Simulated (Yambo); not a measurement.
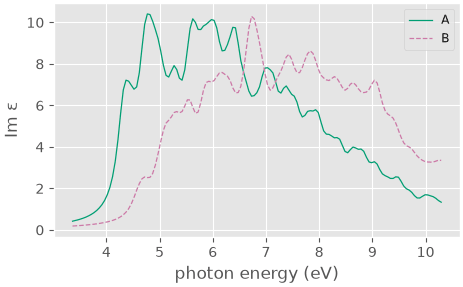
Two computed absorption spectra of CaSe (rock salt, space group Fm-3m, No. 225) (Yambo, PBE bands with the same scissor, field along x)

Q: Which curve includes the electron-hole attraction (BSE)?

A: Curve A: the attraction moves weight to lower energy (centre of the plotted range 6.5 eV against 7.4 eV). Settings: 8×8×8 mesh, 3 valence and 7 conduction bands, static screening with 32 bands and a 4 Ry block, scissor 1.66 eV, Tamm-Dancoff. The scissor comes from a G0W0 run whose convergence isn't established. Broadening 0.15 eV. The band window holds all transitions up to 11.1 eV. On this mesh the peak heights and the fine structure are mesh artefacts; only the shift of weight is robust.

Bands and orbitals come from the standard potentials; the scissor and the G0W0 gaps come from a run at the same geometry on the stringent ones, which hold whole semicore shells in the valence.

Spin-orbit coupling is not included.

Geometry relaxed with PBEsol; primitive cell a = 4.149 Å, b = 4.149 Å, c = 4.149 Å, α = 60.00°, β = 60.00°, γ = 60.00°.
